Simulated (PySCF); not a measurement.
## NMR shielding calculation of C4H8OSi

The run: NMR shielding calculation of C4H8OSi. Method and program: GIAO BP86/pcSseg-1 NMR shielding, non-relativistic, gas phase (PySCF 2.14.0).

The geometry comes from this level: PBE0-D3(BJ)/def2-SVP. Figures and captions count atoms from 1; the log counts them from 0 in places.

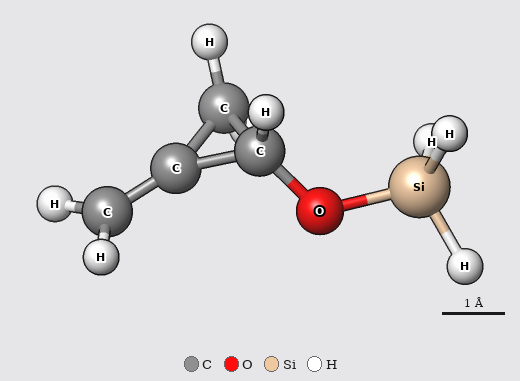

**Figure 1.** The input geometry (ball-and-stick view, seen at a tilt).

**Key numbers**

```csv
quantity,value
outcome,converged
total energy,−521.892389 hartree
HOMO,−6.44 eV
LUMO,−1.38 eV
dipole moment,1.03 D
"isotropic shielding, C",37.0 to 164.0 ppm
"isotropic shielding, O",290.8 ppm
"isotropic shielding, Si",366.9 ppm
"isotropic shielding, H",25.1 to 30.0 ppm
hardware,"1 CPU thread, shared host"
wall time,17 s
peak memory,0.79 GiB
```

**Input**
```
{"job": {"kind": "nmr", "xc": "BP86", "basis": "pcSseg-1", "pop": false}, "charge": 0, "multiplicity": 1}
C      2.142899     0.846903     0.113904
C      1.044478     0.167806     0.399167
C      0.346586    -1.121887     0.468815
C     -0.361367     0.193755     0.790245
O     -1.298992     0.718498    -0.086326
Si    -2.877217     0.167860    -0.124462
H      2.158975     1.939069     0.169899
H      3.062148     0.339394    -0.193351
H      0.551743    -1.821638     1.287512
H      0.090997    -1.599283    -0.484653
H     -0.583466     0.374387     1.853466
H     -3.511356     0.304975     1.224126
H     -2.934144    -1.269634    -0.532873
H     -3.586574     1.015010    -1.118988
```

The first line tells a small driver script what to run in PySCF; the rest is the geometry in Å.

Launch command:
```bash
OMP_NUM_THREADS=1 python <driver script> task.json out
```

**The program's output**
```
coarse grid: 12016 points
cycle   1  E = -521.7036857677  dE =  6.433e-01  |g| = 7.901e-01  |ddm| = 3.473e+00
cycle   2  E = -521.2190780066  dE =  4.846e-01  |g| = 1.726e+00  |ddm| = 2.650e+00
cycle   3  E = -521.8143404267  dE = -5.953e-01  |g| = 2.455e-01  |ddm| = 2.251e+00
cycle   4  E = -521.8263149158  dE = -1.197e-02  |g| = 9.523e-02  |ddm| = 3.371e-01
cycle   5  E = -521.8282733956  dE = -1.958e-03  |g| = 3.807e-02  |ddm| = 1.297e-01
cycle   6  E = -521.8285639535  dE = -2.906e-04  |g| = 2.028e-02  |ddm| = 4.927e-02
cycle   7  E = -521.8286700479  dE = -1.061e-04  |g| = 3.735e-03  |ddm| = 1.838e-02
cycle   8  E = -521.8286734471  dE = -3.399e-06  |g| = 9.278e-04  |ddm| = 4.522e-03
final grid: 110944 points
cycle   9  E = -521.8923753781  dE = -2.778e-05  |g| = 8.913e-03  |ddm| = 3.319e-02
cycle  10  E = -521.8923298828  dE =  4.550e-05  |g| = 1.811e-02  |ddm| = 1.978e-02
cycle  11  E = -521.8923885496  dE = -5.867e-05  |g| = 1.777e-03  |ddm| = 1.508e-02
cycle  12  E = -521.8923892750  dE = -7.254e-07  |g| = 3.708e-04  |ddm| = 2.180e-03
cycle  13  E = -521.8923893288  dE = -5.375e-08  |g| = 2.152e-04  |ddm| = 4.838e-04
cycle  14  E = -521.8923893065  dE =  2.227e-08  |g| = 4.122e-05  |ddm| = 2.001e-04
cycle  15  E = -521.8923893069  dE = -3.986e-10  |g| = 1.501e-05  |ddm| = 4.952e-05
```

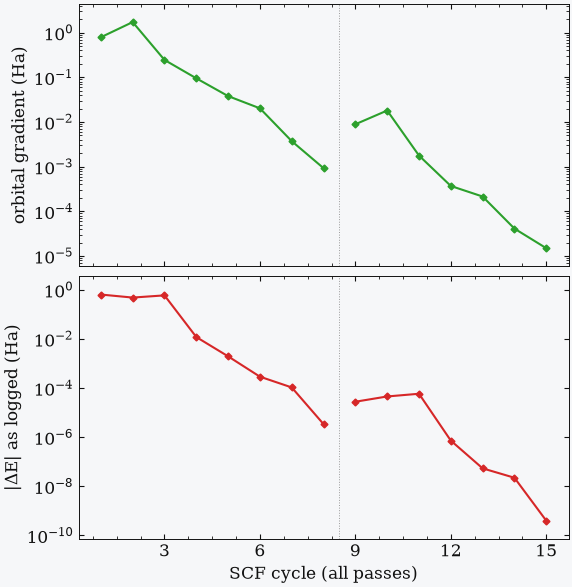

**Figure 2.** Convergence of the self-consistent field: orbital gradient and size of the energy change against the SCF cycle. The dotted line marks the change from a coarse to the final integration grid. The first 8 cycles use a coarse grid, the final grid takes over at cycle 9, and the field converges after 15 cycles in all.

```
converged SCF energy = -521.8923893069

GIAO shielding tensors (ppm)
atom      isotropic    diamagn.    paramagn.     s11        s22        s33       span
  0 C       65.304     255.814    -190.510    -35.343     70.256    161.000    196.343
  1 C       36.971     263.432    -226.461    -54.983    -17.791    183.687    238.670
  2 C      163.957     252.557     -88.599    135.044    151.771    205.057     70.013
  3 C      125.204     245.868    -120.663     81.125     99.338    195.150    114.025
  4 O      290.818     395.850    -105.032    230.124    306.835    335.493    105.369
  5 Si     366.870     879.519    -512.649    319.017    324.145    457.449    138.431
  6 H       25.114      30.265      -5.151     22.618     23.702     29.022      6.403
  7 H       25.404      29.234      -3.830     23.069     24.026     29.116      6.047
  8 H       29.924      30.181      -0.256     25.545     26.076     38.152     12.607
  9 H       29.976      31.292      -1.316     26.291     27.341     36.295     10.003
 10 H       27.425      30.006      -2.581     22.218     26.487     33.569     11.351
 11 H       26.239      27.943      -1.704     23.419     24.349     30.948      7.530
 12 H       26.280      28.781      -2.502     22.887     25.160     30.791      7.904
 13 H       26.457      28.311      -1.854     23.244     24.673     31.454      8.210
```

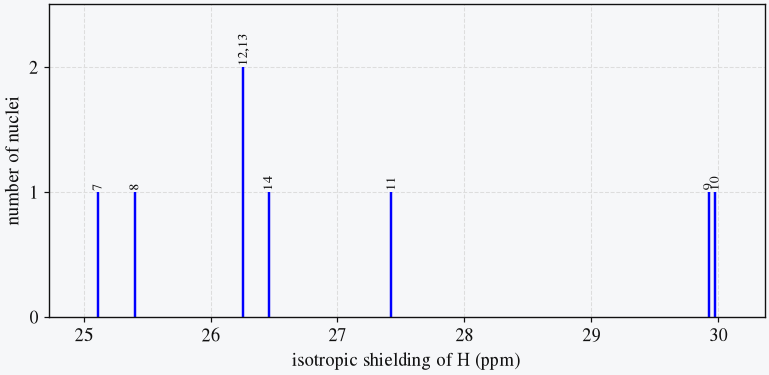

**Figure 3.** Isotropic shieldings of the hydrogen nuclei in this fixed geometry, labelled by atom number; shielding grows to the right, so chemical shift grows to the left. The least shielded is H7 (25.1 ppm), the most shielded H10 (30.0 ppm).
